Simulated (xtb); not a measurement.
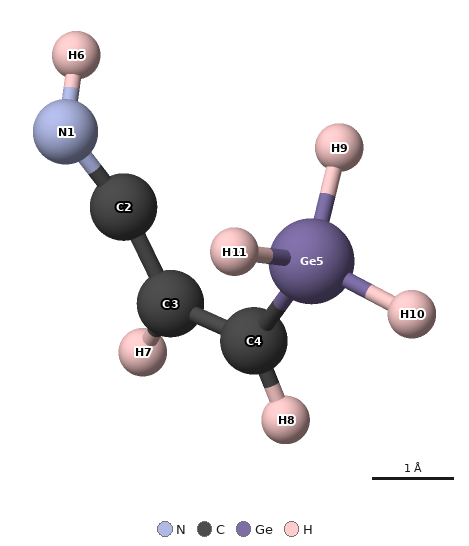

Fig. 1: The starting structure (ball-and-stick view, seen at a tilt; atoms are numbered from 1 in the order of the input). Sticks mark near contacts. Bond lengths as drawn: C–C 1.33 to 1.39 Å, C–Ge 1.92 Å, C–H 1.08 Å, C–N 1.21 Å, Ge–H 1.49 to 1.50 Å and H–N 1.01 Å.

**Run report: C3H6GeN, geometry relaxation (part 1 of 4)**

C3H6GeN, multiplicity 2, computed with GFN2-xTB (xtb 6.7.1).

The geometry comes from this level: GFN2-xTB.

Output:
```
* xtb version 6.7.1
   ID    Z sym.   atoms
    1    7 N      1
    2    6 C      2-4
    3   32 Ge     5
    4    1 H      6-11

           -------------------------------------------------
          |                Calculation Setup                |
           -------------------------------------------------

          program call               : xtb struc.xyz --uhf 1 --opt vtight
          coordinate file            : struc.xyz
          omp threads                :                     1

           -------------------------------------------------
          |                 G F N 2 - x T B                 |
           -------------------------------------------------

      * Hamiltonian:
        H0-scaling (s, p, d)           1.850000    2.230000    2.230000
        zeta-weighting                 0.500000
      * Dispersion:
        s8                             2.700000
        a1                             0.520000
        a2                             5.000000
        s9                             5.000000
      * Repulsion:
        kExp                           1.500000    1.000000
        rExp                           1.000000
      * Coulomb:
        alpha                          2.000000
        third order                    shell-resolved
        anisotropic                    true
        a3                             3.000000
        a5                             4.000000
        cn-shift                       1.200000
        cn-exp                         4.000000
        max-rad                        5.000000

          ...................................................
          :                      SETUP                      :
          :.................................................:
          :  # basis functions                  32          :
          :  # atomic orbitals                  31          :
          :  # shells                           17          :
          :  # electrons                        27          :
          :  max. iterations                   250          :
          :  Hamiltonian                  GFN2-xTB          :
          :  restarted?                      false          :
          :  GBSA solvation                  false          :
          :  PC potential                    false          :
          :  electronic temp.          300.0000000     K    :
          :  accuracy                    1.0000000          :
          :  -> integral cutoff          0.2500000E+02      :
          :  -> integral neglect         0.1000000E-07      :
          :  -> SCF convergence          0.1000000E-05 Eh   :
          :  -> wf. convergence          0.1000000E-03 e    :
          :  Broyden damping             0.4000000          :
          :  net charge                          0          :
          :  unpaired electrons                  1          :
          ...................................................

 iter      E             dE          RMSdq      gap      omega  full diag
   1    -14.2713830 -0.142714E+02  0.561E+00    2.90       0.0  T
   2    -14.3420049 -0.706220E-01  0.497E+00    1.56       1.0  T
   3    -14.4277356 -0.857307E-01  0.227E+00    1.85       1.0  T
   4    -14.4191334  0.860220E-02  0.182E+00    1.83       1.0  T
   5    -14.4252040 -0.607061E-02  0.698E-01    1.62       1.0  T
   6    -14.4285709 -0.336686E-02  0.175E-01    1.78       1.0  T
   7    -14.4286958 -0.124937E-03  0.711E-02    1.76       1.0  T
   8    -14.4287096 -0.138050E-04  0.385E-02    1.77       1.0  T
   9    -14.4287157 -0.602046E-05  0.118E-02    1.77       2.5  T
  10    -14.4287162 -0.541062E-06  0.379E-03    1.77       7.9  T
  11    -14.4287163 -0.790467E-07  0.628E-04    1.77      48.0  T
  12    -14.4287163 -0.131664E-08  0.146E-04    1.77     206.8  T

   *** convergence criteria satisfied after 12 iterations ***

         #    Occupation            Energy/Eh            Energy/eV
      -------------------------------------------------------------
         1        2.0000           -0.6617063             -18.0059
       ...           ...                  ...                  ...
         8        2.0000           -0.4819787             -13.1153
         9        2.0000           -0.4675362             -12.7223
        10        2.0000           -0.4336913             -11.8013
        11        2.0000           -0.4263049             -11.6003
        12        2.0000           -0.4133798             -11.2486
        13        2.0000           -0.4120215             -11.2117
        14        1.0000           -0.3062683              -8.3340 (HOMO)
        15                         -0.2412772              -6.5655 (LUMO)
        16                         -0.1717939              -4.6747
        17                         -0.0920287              -2.5042
        18                         -0.0885704              -2.4101
        19                         -0.0755340              -2.0554
       ...                                ...                  ...
        31                          1.1508970              31.3175
      -------------------------------------------------------------
                  HL-Gap            0.0649911 Eh            1.7685 eV
             Fermi-level           -0.3164588 Eh           -8.6113 eV

 SCC (total)                   0 d,  0 h,  0 min,  0.017 sec
 SCC setup                      ...        0 min,  0.000 sec (  1.146%)
 Dispersion                     ...        0 min,  0.000 sec (  0.855%)
 classical contributions        ...        0 min,  0.000 sec (  0.228%)
 integral evaluation            ...        0 min,  0.002 sec ( 14.575%)
 iterations                     ...        0 min,  0.009 sec ( 50.984%)
 molecular gradient             ...        0 min,  0.005 sec ( 29.749%)
 printout                       ...        0 min,  0.000 sec (  2.259%)

         :::::::::::::::::::::::::::::::::::::::::::::::::::::
         ::                     SUMMARY                     ::
         :::::::::::::::::::::::::::::::::::::::::::::::::::::
         :: total energy             -14.199447459124 Eh    ::
         :: gradient norm              0.000409212932 Eh/a0 ::
         :: HOMO-LUMO gap              1.768497478239 eV    ::
         ::.................................................::
         :: SCC energy               -14.428706348112 Eh    ::
         :: -> isotropic ES            0.006119320453 Eh    ::
         :: -> anisotropic ES          0.002135327467 Eh    ::
         :: -> anisotropic XC          0.013851913168 Eh    ::
         :: -> dispersion             -0.006721789286 Eh    ::
         :: repulsion energy           0.229258888989 Eh    ::
         :: add. restraining           0.000000000000 Eh    ::
         :: total charge               0.000000000000 e     ::
         :::::::::::::::::::::::::::::::::::::::::::::::::::::

      -----------------------------------------------------------
     |                   =====================                   |
     |                        A N C O P T                        |
     |                   =====================                   |
     |               Approximate Normal Coordinate               |
     |                Rational Function Optimizer                |
      -----------------------------------------------------------
      -----------------------------------------------------------
     |                   =====================                   |
     |                        A N C O P T                        |
     |                   =====================                   |
     |               Approximate Normal Coordinate               |
     |                Rational Function Optimizer                |
      -----------------------------------------------------------

          ...................................................
          :                      SETUP                      :
          :.................................................:
          :   optimization level         verytight          :
          :   max. optcycles                   220          :
          :   ANC micro-cycles                  20          :
          :   degrees of freedom                27          :
          :.................................................:
          :   RF solver                   davidson          :
          :   write xtbopt.log                true          :
          :   linear?                        false          :
          :   energy convergence         0.1000000E-06 Eh   :
          :   grad. convergence          0.2000000E-03 Eh/α :
          :   maxmium RF displ.          1.0000000          :
          :   Hlow (freq-cutoff)         0.1000000E-01      :
          :   Hmax (freq-cutoff)         5.0000000          :
          :   S6 in model hess.         20.0000000          :
          ...................................................

generating ANC from exact Hessian ...
Using Lindh-Hessian (1995)
 Shifting diagonal of input Hessian by    9.4616114205412511E-003
 Lowest  eigenvalues of input Hessian
    0.000000    0.000000    0.000000    0.000000    0.000000    0.000000
    0.010000    0.010267    0.012442    0.014261    0.017344    0.020717
    0.023392    0.025437    0.025570    0.029396    0.037564    0.067630
 Highest eigenvalues
    0.733531    1.033989    1.194614    1.362952    1.625593    2.589436

........................................................................
.............................. CYCLE    1 ..............................
........................................................................

 iter      E             dE          RMSdq      gap      omega  full diag
   1    -14.4287163 -0.144287E+02  0.416E-05    1.77       0.0  T
   2    -14.4287163 -0.293809E-11  0.269E-05    1.77    1121.3  T
   3    -14.4287163 -0.532552E-11  0.160E-05    1.77    1881.0  T
     SCC iter.                  ...        0 min,  0.004 sec
     gradient                   ...        0 min,  0.005 sec
 * total energy  :   -14.1994475 Eh     change       -0.4434497E-10 Eh
   gradient norm :     0.0004092 Eh/α   predicted     0.0000000E+00 (-100.00%)
   displ. norm   :     0.0310452 α      lambda       -0.6175233E-05
   maximum displ.:     0.0202216 α      in ANC's #3, #1, #5, ...

........................................................................
.............................. CYCLE    2 ..............................
........................................................................

 iter      E             dE          RMSdq      gap      omega  full diag
   1    -14.4286424 -0.144286E+02  0.661E-02    1.76       0.0  T
   2    -14.4286430 -0.599766E-06  0.380E-02    1.76       1.0  T
   3    -14.4286426  0.367828E-06  0.992E-03    1.76       3.0  T
   4    -14.4286433 -0.631192E-06  0.301E-03    1.76      10.0  T
   5    -14.4286433  0.174551E-08  0.112E-03    1.76      26.9  T
   6    -14.4286433 -0.559163E-08  0.424E-04    1.76      71.0  T
   7    -14.4286433 -0.565345E-09  0.172E-04    1.76     175.5  T
     SCC iter.                  ...        0 min,  0.006 sec
     gradient                   ...        0 min,  0.005 sec
 * total energy  :   -14.1994369 Eh     change        0.1055900E-04 Eh
   gradient norm :     0.0011428 Eh/α   predicted    -0.3088372E-05 (-129.25%)
   displ. norm   :     0.0244591 α      lambda       -0.1611158E-04
   maximum displ.:     0.0157782 α      in ANC's #3, #1, #5, ...

........................................................................
.............................. CYCLE    3 ..............................
........................................................................

 iter      E             dE          RMSdq      gap      omega  full diag
   1    -14.4287294 -0.144287E+02  0.458E-02    1.77       0.0  T
   2    -14.4287298 -0.358977E-06  0.258E-02    1.77       1.2  T
   3    -14.4287297  0.917673E-07  0.654E-03    1.77       4.6  T
   4    -14.4287299 -0.242198E-06  0.205E-03    1.77      14.7  T
   5    -14.4287299  0.132174E-08  0.780E-04    1.77      38.7  T
   6    -14.4287299 -0.269443E-08  0.268E-04    1.77     112.5  T
     SCC iter.                  ...        0 min,  0.005 sec
     gradient                   ...        0 min,  0.005 sec
 * total energy  :   -14.1994487 Eh     change       -0.1181836E-04 Eh
   gradient norm :     0.0002183 Eh/α   predicted    -0.8058398E-05 ( -31.81%)
   displ. norm   :     0.0087595 α      lambda       -0.8052995E-06
   maximum displ.:     0.0047750 α      in ANC's #10, #2, #9, ...

........................................................................
.............................. CYCLE    4 ..............................
........................................................................

 iter      E             dE          RMSdq      gap      omega  full diag
   1    -14.4287229 -0.144287E+02  0.255E-02    1.77       0.0  T
   2    -14.4287229 -0.113358E-07  0.153E-02    1.77       2.0  T
   3    -14.4287229  0.132584E-07  0.174E-03    1.77      17.3  T
   4    -14.4287229 -0.153169E-07  0.747E-04    1.77      40.4  T
   5    -14.4287229 -0.196461E-08  0.124E-04    1.77     243.6  T
     SCC iter.                  ...        0 min,  0.006 sec
     gradient                   ...        0 min,  0.005 sec
 * total energy  :   -14.1994488 Eh     change       -0.6328107E-07 Eh
   gradient norm :     0.0002343 Eh/α   predicted    -0.4015331E-06 ( 534.52%)
   displ. norm   :     0.0053220 α      lambda       -0.5362136E-06
   maximum displ.:     0.0034976 α      in ANC's #2, #10, #9, ...

........................................................................
.............................. CYCLE    5 ..............................
........................................................................

 iter      E             dE          RMSdq      gap      omega  full diag
   1    -14.4287247 -0.144287E+02  0.132E-02    1.77       0.0  T
   2    -14.4287247 -0.382098E-08  0.790E-03    1.77       3.8  T
   3    -14.4287247  0.190245E-07  0.168E-03    1.77      18.0  T
   4    -14.4287247 -0.216295E-07  0.353E-04    1.77      85.5  T
   5    -14.4287247 -0.416538E-10  0.828E-05    1.77     364.0  T
     SCC iter.                  ...        0 min,  0.004 sec
     gradient                   ...        0 min,  0.006 sec
 * total energy  :   -14.1994493 Eh     change       -0.5183499E-06 Eh
   gradient norm :     0.0001255 Eh/α   predicted    -0.2671384E-06 ( -48.46%)
   displ. norm   :     0.0075697 α      lambda       -0.2495325E-06
   maximum displ.:     0.0069268 α      in ANC's #2, #4, #1, ...

........................................................................
.............................. CYCLE    6 ..............................
........................................................................
```
